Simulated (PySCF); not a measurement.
Molecule: C8H7F, SMILES c1ccc(F)cc1C=C, singlet. Atoms near the plane z = 0.6 Å, at the GFN2-xTB optimised geometry (x, y, z in Å): C1 (-1.1, -2.5, 0.0), C2 (-1.6, -1.2, 0.0), C3 (-0.8, 0.0, 0.0), C4 (-1.4, 1.2, 0.0), C5 (-0.7, 2.4, 0.0), C6 (0.6, 2.4, 0.0), C7 (1.3, 1.2, 0.0), F8 (2.6, 1.2, 0.0), C9 (0.6, 0.0, 0.0), H10 (-1.8, -3.3, 0.0), H11 (-0.1, -2.7, 0.0), H12 (-2.6, -1.1, 0.0), H13 (-2.5, 1.2, 0.0), H14 (-1.3, 3.3, 0.0), H15 (1.2, 3.3, 0.0), H16 (1.2, -0.9, 0.0).

Calculation: PySCF with CAM-B3LYP/def2-TZVP. The values are rescaled to run from 0 to 1.

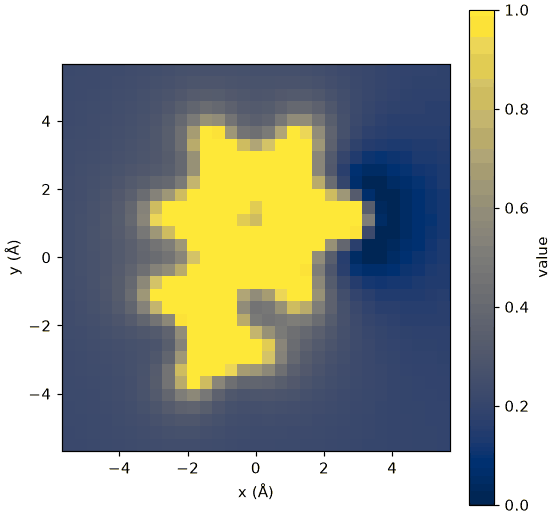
*a field on the plane z = 0.6 Å.*

### Question
Which quantity is mapped?
(A) Laplacian of the electron density
(B) deformation density (molecule minus spherical neutral atoms)
(C) electrostatic potential
(D) electron localisation function

### Answer
C, electrostatic potential. In full: electrostatic potential (hartree/e), clipped to [-0.08, 0.12].
